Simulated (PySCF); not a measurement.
# BGeNH5 (SMILES B[N][GeH3]) at UTPSSh/def2-SVP

Aim: the vertical ionisation energy of BGeNH5 at UTPSSh/def2-SVP, from 2 runs. Input form: a Python script.

Program for the calculation: PySCF 2.14.0.

## (1) The molecule

BGeNH5 has 8 atoms, charge 0, and is taken as a doublet. SMILES: `B[N][GeH3]`. Geometry: relaxed at PBE0-D4/def2-TZVP.

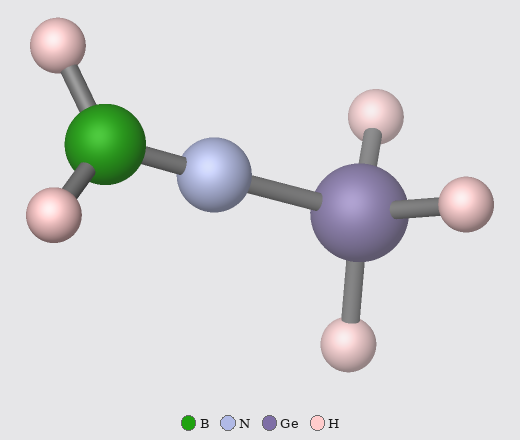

Viewed from a chosen angle; boron green, nitrogen light blue, germanium purple, hydrogen pink.

## (2) A single-point energy at UTPSSh/def2-SVP

Contents of geometry.xyz:

```xyz
8

B     -0.810700     1.044200    -1.169800
N     -0.148400     0.268000    -0.304200
Ge     0.669800    -0.823400     0.900500
H     -1.752600     0.600200    -1.782900
H     -0.471400     2.189900    -1.345900
H      0.832900    -0.046400     2.213800
H      2.031700    -1.257900     0.343400
H     -0.259000    -2.031700     1.089300
```

Contents of calc.py:

```python
from pyscf import gto, dft

mol = gto.M(
    atom='geometry.xyz',
    verbose=3,
    spin=1,
    basis='def2-svp',
    max_memory=1860,
    charge=0,
)

calc0 = dft.UKS(mol, xc='tpssh')
calc0.grids.level = 4
calc0.conv_tol = 1e-10
calc0.kernel()
if not calc0.converged:
    calc0 = calc0.newton().run(calc0.mo_coeff, calc0.mo_occ)

e_final = calc0.e_tot
print('E = %.10f Eh' % e_final)
```

Started as:

```sh
$ OMP_NUM_THREADS=1 python calc.py
```

Standard output:

```text
WARN: HOMO -0.260665353304841 >= LUMO -0.260665353304842

converged SCF energy = -2159.23538408055  <S^2> = 0.75750594  2S+1 = 2.0074919
E = -2159.2353840806 Eh
```

Wall time 51 s (1 thread of Arm Neoverse V1, shared host); peak memory 0.52 GiB.

## (3) The singlet cation at the same level

Contents of input.py:

```python
from pyscf import gto, dft

system = gto.M(
    atom='''
B     -1.532001     1.973252    -2.210602
N     -0.280435     0.506447    -0.574855
Ge     1.265739    -1.556000     1.701698
H     -3.311934     1.134214    -3.369193
H     -0.890817     4.138311    -2.543382
H      1.573953    -0.087683     4.183476
H      3.839357    -2.377086     0.648932
H     -0.489439    -3.839357     2.058479
''',
    basis='def2-svp',
    verbose=4,
    spin=0,
    charge=1,
    unit='bohr',
    max_memory=1860,
)

calc0 = dft.RKS(system)
calc0.xc = 'tpssh'
calc0.grids.level = 4
calc0.conv_tol = 1e-10
calc0.kernel()
if not calc0.converged:
    calc0 = calc0.newton().run(calc0.mo_coeff, calc0.mo_occ)

e_final = calc0.e_tot
print('E = %.10f Eh' % e_final)
```

Started as:

```sh
$ OMP_NUM_THREADS=1 python input.py
```

Standard output:

```text
PySCF version 2.14.0

[INPUT] num. atoms = 8
[INPUT] num. electrons = 48
[INPUT] charge = 1
[INPUT] spin (= nelec alpha-beta = 2S) = 0
[INPUT] symmetry False subgroup None
[INPUT] Mole.unit = bohr
[INPUT] Symbol           X                Y                Z      unit          X                Y                Z       unit  Magmom
[INPUT]  1 B     -0.810700016307   1.044199989802  -1.169800200814 AA   -1.532001000000   1.973252000000  -2.210602000000 Bohr   0.0
[INPUT]  2 N     -0.148399811144   0.268000210939  -0.304200165583 AA   -0.280435000000   0.506447000000  -0.574855000000 Bohr   0.0
[INPUT]  3 Ge     0.669800233773  -0.823399740192   0.900499801468 AA    1.265739000000  -1.556000000000   1.701698000000 Bohr   0.0
[INPUT]  4 H     -1.752599996871   0.600200201106  -1.782900154791 AA   -3.311934000000   1.134214000000  -3.369193000000 Bohr   0.0
[INPUT]  5 H     -0.471400055500   2.189899872900  -1.345899793064 AA   -0.890817000000   4.138311000000  -2.543382000000 Bohr   0.0
[INPUT]  6 H      0.832900058659  -0.046399845385   2.213800161631 AA    1.573953000000  -0.087683000000   4.183476000000 Bohr   0.0
[INPUT]  7 H      2.031700228986  -1.257899739597   0.343400025837 AA    3.839357000000  -2.377086000000   0.648932000000 Bohr   0.0
[INPUT]  8 H     -0.258999964935  -2.031700228986   1.089300175957 AA   -0.489439000000  -3.839357000000   2.058479000000 Bohr   0.0

nuclear repulsion = 162.994061163519
number of shells = 39
number of NR pGTOs = 157
number of NR cGTOs = 85
basis = def2-svp
ecp = {}

******** <class 'pyscf.dft.rks.RKS'> ********
method = RKS
initial guess = minao
damping factor = 0
level_shift factor = 0
DIIS = <class 'pyscf.scf.diis.CDIIS'>
diis_start_cycle = 1
diis_space = 8
diis_damp = 0
SCF conv_tol = 1e-10
SCF conv_tol_grad = None
SCF max_cycles = 50
direct_scf = True
direct_scf_tol = 1e-13
XC library pyscf.dft.libxc version 7.0.0
    S. Lehtola, C. Steigemann, M. J.T. Oliveira, and M. A.L. Marques.,  SoftwareX 7, 1–5 (2018)
XC functionals = tpssh
radial grids:
    Treutler-Ahlrichs [JCP 102, 346 (1995); DOI:10.1063/1.469408] (M4) radial grids

becke partition: Becke, JCP 88, 2547 (1988); DOI:10.1063/1.454033
pruning grids: <function nwchem_prune>
grids dens level: 4
symmetrized grids: False
atomic radii adjust function: <function treutler_atomic_radii_adjust>
small_rho_cutoff = 0
Set gradient conv threshold to 1e-05
Initial guess from minao.
tot grids = 164712
init E= -2158.5668328127
  HOMO = -0.325759764933671  LUMO = -0.260665358596046  gap/eV = 1.77131
cycle= 1 E= -2158.84282843476  delta_E= -0.276  |g|= 0.533  |ddm|= 2.81
  HOMO = -0.549290897234564  LUMO = -0.488785817867773  gap/eV = 1.64643
cycle= 2 E= -2158.72727796062  delta_E= 0.116  |g|= 0.886  |ddm|= 0.984
  HOMO = -0.501953913328898  LUMO = -0.42907204122612  gap/eV = 1.98322
cycle= 3 E= -2158.84358473974  delta_E= -0.116  |g|= 0.395  |ddm|= 0.764
  HOMO = -0.516734488458241  LUMO = -0.449907054771959  gap/eV = 1.81847
cycle= 4 E= -2158.88574603534  delta_E= -0.0422  |g|= 0.0321  |ddm|= 0.274
  HOMO = -0.515559531040136  LUMO = -0.440810704309583  gap/eV = 2.03402
cycle= 5 E= -2158.88568426847  delta_E= 6.18e-05  |g|= 0.0266  |ddm|= 0.0777
  HOMO = -0.514524235106125  LUMO = -0.443137496006151  gap/eV = 1.94253
cycle= 6 E= -2158.88614714056  delta_E= -0.000463  |g|= 0.00385  |ddm|= 0.0461
  HOMO = -0.514432018108882  LUMO = -0.443062507462113  gap/eV = 1.94206
cycle= 7 E= -2158.88615289986  delta_E= -5.76e-06  |g|= 0.000399  |ddm|= 0.00524
  HOMO = -0.514521176799741  LUMO = -0.443111835557936  gap/eV = 1.94315
cycle= 8 E= -2158.88615294482  delta_E= -4.5e-08  |g|= 0.00015  |ddm|= 0.000492
  HOMO = -0.514519031117657  LUMO = -0.443112883889432  gap/eV = 1.94306
cycle= 9 E= -2158.88615295136  delta_E= -6.53e-09  |g|= 3.74e-05  |ddm|= 0.000161
  HOMO = -0.514518662098848  LUMO = -0.443112011767858  gap/eV = 1.94307
cycle= 10 E= -2158.88615295183  delta_E= -4.78e-10  |g|= 7.84e-06  |ddm|= 3.98e-05
  HOMO = -0.514518709106615  LUMO = -0.443112148648852  gap/eV = 1.94307
cycle= 11 E= -2158.88615295185  delta_E= -1.77e-11  |g|= 3.14e-06  |ddm|= 8.95e-06
  HOMO = -0.514518570777144  LUMO = -0.443111527756809  gap/eV = 1.94308
Extra cycle  E= -2158.88615295185  delta_E= 3.18e-12  |g|= 6.41e-06  |ddm|= 6.66e-06
converged SCF energy = -2158.88615295185
E = -2158.8861529518 Eh
```

Wall time 25 s (1 thread of Arm Neoverse V1, shared host); peak memory 0.47 GiB.

## (4) Outcome

Level: UTPSSh/def2-SVP.

| quantity | value |
| --- | --- |
| doublet BGeNH5: total energy | -2159.23538 Eh |
| doublet BGeNH5: dipole moment | 1.73 D |
| doublet BGeNH5: HOMO energy (highest over α and β) | -6.77 eV |
| doublet BGeNH5: LUMO energy (lowest over α and β) | -3.65 eV |
| doublet BGeNH5: ⟨S²⟩ | 0.758 |
| singlet cation: total energy | -2158.88615 Eh |
| singlet cation: HOMO energy | -14.00 eV |
| singlet cation: LUMO energy | -12.06 eV |
| singlet cation: HOMO–LUMO gap | 1.94 eV |
| vertical ionisation energy (to the singlet cation) | 9.503 eV |

**Reading.** The vertical ionisation energy comes to 9.50 eV (219 kcal/mol). Only the singlet of the ionised species was computed; a triplet could lie lower. Mulliken charges (doublet BGeNH5) run from -0.16 on N2 to +0.46 on Ge3.
